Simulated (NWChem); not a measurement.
# CH5GeO2 (SMILES C[O][GeH][OH]) at 4 levels

Aim: a comparison of 4 runs (UHF/STO-3G, UHF/3-21G, UB3LYP/6-31G*) of CH5GeO2. 

Program for the calculation: NWChem 7.3.0.

## 1. The structure to begin with

CH5GeO2: 9 atoms, total charge 0, spin state doublet. SMILES: `C[O][GeH][OH]`. The coordinates come from a PBE0-D4/def2-TZVP relaxation. This is one conformer, not always the lowest.

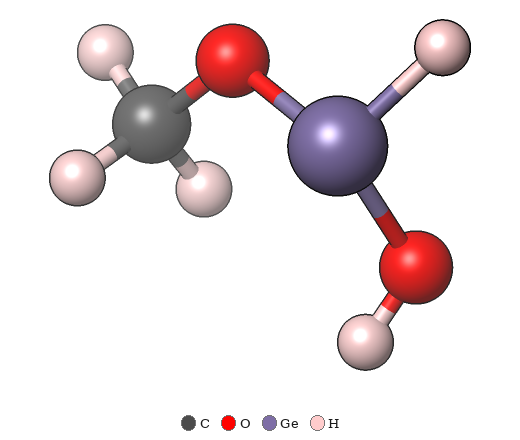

The structure, seen from a chosen angle (carbon dark grey, oxygen red, germanium purple, hydrogen pink).

## 2. Energy and forces at UHF/STO-3G (run 1)

Input file struct.nw:

```
start struct
title "CH5GeO2 hf"
memory total 2200 mb

geometry noautosym nocenter noautoz
C        0.368100       0.874000      -0.998600
O        0.377300      -0.525000      -0.853600
Ge       0.269200      -1.292700       0.751700
O       -1.012900      -0.491600       1.705600
H        0.324100       1.100300      -2.066400
H       -0.503000       1.331400      -0.514700
H        1.277400       1.334300      -0.592400
H       -0.271900      -2.715100       0.447500
H       -0.739900       0.338100       2.103700
end

basis spherical bse
C library STO-3G
O library STO-3G
Ge library STO-3G
H library STO-3G
end

scf
doublet
uhf
thresh 1e-08
maxiter 80
end

task scf gradient
```

Run with:

```
nwchem struct.nw > struct.out
```

Output:

```text
[...]
  functions       =    38
[...]
  wavefunction    = UHF
[...]
         Total SCF energy =  -2239.727941444080
      One electron energy =  -3720.651778849165
      Two electron energy =   1190.672206102345
 Nuclear repulsion energy =    290.251631302739
                       Sz =      0.5000
                 Sz(Sz+1) =      0.7500
                      S^2 =      0.7588
[...]
                         UHF ENERGY GRADIENTS
    atom               coordinates                        gradient
                 x          y          z           x          y          z
   1 C       0.695608   1.651621  -1.887080   -0.000544  -0.004508  -0.007862
   2 O       0.712994  -0.992106  -1.613070    0.005049   0.033397  -0.019574
   3 Ge      0.508714  -2.442849   1.420507    0.027440   0.001531   0.009594
   4 O      -1.914103  -0.928989   3.223117   -0.002529   0.046291   0.031744
   5 H       0.612460   2.079266  -3.904930    0.000227  -0.003172   0.001071
   6 H      -0.950532   2.515981  -0.972642   -0.001436  -0.005031   0.001081
   7 H       2.413936   2.521461  -1.119474    0.001594  -0.004355   0.000463
   8 H      -0.513816  -5.130795   0.845652   -0.012277  -0.037081  -0.006953
   9 H      -1.398208   0.638916   3.975417   -0.017525  -0.027073  -0.009564
[...]
```

Wall time 4.8 s (1 thread of Intel Xeon 6975P-C (Granite Rapids), shared host); peak memory 0.096 GiB.

## 3. Energy and gradient at UHF/3-21G (run 2)

Input file ch5geo2.nw:

```
start ch5geo2
memory 2200 mb

geometry units angstrom noautosym nocenter noautoz
   C        0.368100       0.874000      -0.998600
   O        0.377300      -0.525000      -0.853600
   Ge       0.269200      -1.292700       0.751700
   O       -1.012900      -0.491600       1.705600
   H        0.324100       1.100300      -2.066400
   H       -0.503000       1.331400      -0.514700
   H        1.277400       1.334300      -0.592400
   H       -0.271900      -2.715100       0.447500
   H       -0.739900       0.338100       2.103700
end

basis spherical bse
   C library 3-21G
   O library 3-21G
   Ge library 3-21G
   H library 3-21G
end

scf
   doublet
   uhf
   thresh 1e-08
   maxiter 80
   noprint "final vectors analysis"
end

task scf gradient
```

Run with:

```
nwchem ch5geo2.nw > ch5geo2.out
```

Output:

```text
[...]
  functions       =    59
[...]
  wavefunction    = UHF
[...]
         Total SCF energy =  -2254.805832001304
      One electron energy =  -3722.225598856329
      Two electron energy =   1177.168135552286
 Nuclear repulsion energy =    290.251631302739
                       Sz =      0.5000
                 Sz(Sz+1) =      0.7500
                      S^2 =      0.7563
[...]
                         UHF ENERGY GRADIENTS
    atom               coordinates                        gradient
                 x          y          z           x          y          z
   1 C       0.695608   1.651621  -1.887080   -0.000281  -0.023872   0.012901
   2 O       0.712994  -0.992106  -1.613070    0.000457   0.023836  -0.033124
   3 Ge      0.508714  -2.442849   1.420507    0.026373  -0.002690   0.018159
   4 O      -1.914103  -0.928989   3.223117   -0.026862   0.009936   0.016437
   5 H       0.612460   2.079266  -3.904930   -0.000273  -0.000491  -0.008414
   6 H      -0.950532   2.515981  -0.972642   -0.006255   0.001578   0.003016
   7 H       2.413936   2.521461  -1.119474    0.005921   0.001000   0.002160
   8 H      -0.513816  -5.130795   0.845652   -0.005685  -0.002251  -0.003671
   9 H      -1.398208   0.638916   3.975417    0.006605  -0.007047  -0.007465
[...]
```

It took 5.4 s on 1 thread of Intel Xeon 6975P-C (Granite Rapids), shared host; peak memory 0.099 GiB.

Run 3 isn't shown in full; the table further down has it.

## 4. Energy and forces at UB3LYP/6-31G(d) (Cartesian functions) (run 4)

Input file input.nw:

```
start input
title "CH5GeO2"
memory 2200 mb

geometry units au noautosym nocenter noautoz
  C    0.69560819   1.65162063  -1.88708051
  O    0.71299367  -0.99210622  -1.61307022
  Ge   0.50871427  -2.44284896   1.42050713
  O   -1.91410359  -0.92898936   3.22311688
  H    0.61246024   2.07926565  -3.90493006
  H   -0.95053224   2.51598136  -0.97264204
  H    2.41393615   2.52146157  -1.11947376
  H   -0.51381653  -5.13079540   0.84565244
  H   -1.39820836   0.63891640   3.97541685
end

basis "ao basis"
  * library 6-31G*
end

dft
  xc b3lyp
  mult 2
  grid fine
  convergence energy 1e-08
  iterations 100
  mulliken
end

task dft gradient
```

Run with:

```
nwchem input.nw > input.out
```

Output:

```text
[...]
          Wavefunction type:  spin polarized.
          No. of atoms     :     9
          No. of electrons :    59
[...]
          Charge           :     0
          Spin multiplicity:     2
[...]
          AO basis - number of functions:    90
[...]
              XC Information
              --------------
                         B3LYP Method XC Potential
                     Hartree-Fock (Exact) Exchange  0.200
                        Slater Exchange Functional  0.800 local
                    Becke 1988 Exchange Functional  0.720 non-local
              Lee-Yang-Parr Correlation Functional  0.810
                  VWN I RPA Correlation Functional  0.190 local
[...]
 d= 0,ls=0.0,diis     1  -2268.1977356726 -2.56D+03  9.54D-03  4.27D-01     2.8
[...]
 d= 0,ls=0.0,diis    12  -2268.3082276244 -3.62D-09  4.30D-07  3.57D-09    26.9
[...]
         Total DFT energy =    -2268.308227624402
      One electron energy =    -3733.828084646171
           Coulomb energy =     1278.825505046138
    Exchange-Corr. energy =     -103.557258515284
 Nuclear repulsion energy =      290.251610490915
[...]
      <S2> =      0.7526 (Exact =     0.7500)
[...]
  wavefunction    = open shell
[...]
```

Run time: 34 s. Hardware: 1 thread of Intel Xeon 6975P-C (Granite Rapids), shared host; peak memory 0.13 GiB.

## 5. The series

```csv
run,level,iteration cap,module,energy (Eh),dipole moment (D),HOMO energy (eV),LUMO energy (eV),wall time
1,UHF/STO-3G,80,scf,-2239.727941,2.18,-6.18,4.72,4.8 s
2,UHF/3-21G,80,scf,-2254.805832,3.14,–,–,5.4 s
3,UB3LYP/6-31G* (spherical functions),100,dft,-2268.299034,2.11,-5.70,-3.07,61 s
4,UB3LYP/6-31G* (Cartesian functions),100,dft,-2268.308228,2.11,-5.70,-3.07,34 s
```

## 6. Results

```
                                 quantity           value
                      run 4: total energy  -2268.30823 Eh
                     run 4: dipole moment          2.11 D
run 4: HOMO energy (highest over α and β)        -5.70 eV
 run 4: LUMO energy (lowest over α and β)        -3.07 eV
                              run 4: ⟨S²⟩           0.753
          run 4: largest force on an atom      0.674 eV/Å
```

In words: The dipole moment (its size) runs from 2.11 D (UB3LYP/6-31G*) to 3.14 D (UHF/3-21G). The two ends differ in method and basis. In run 1 the basis is minimal, so the values are rough. All runs together took 1.8 min, the longest 61 s.
